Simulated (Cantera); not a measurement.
Feed: 1 mol NF3, 0.96 mol SO2, 1.3 mol N2, at 2.70 mbar.

Equilibrium computed with Cantera from the NASA thermochemical tables; the gas is ideal and each condensed phase is pure. Candidate condensed phases: S; 63 gas species. Ions and electrons are included (thermal ionisation). The numbers say what is thermodynamically allowed, not how fast it happens.

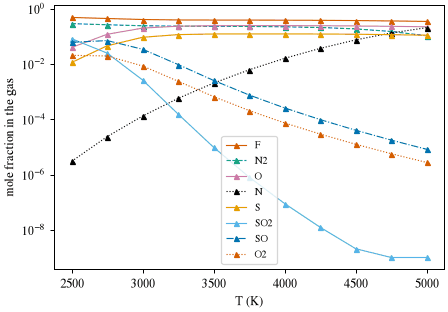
*Equilibrium gas composition (values under 1e-9 drawn at 1e-9)*

Q: Read off the mole fractions at 2750 K.

A: F about 0.45, N2 about 0.27, O about 0.12, SO about 0.071, S about 0.046, SO2 about 0.025, O2 about 0.020, N about 2.4e-5.
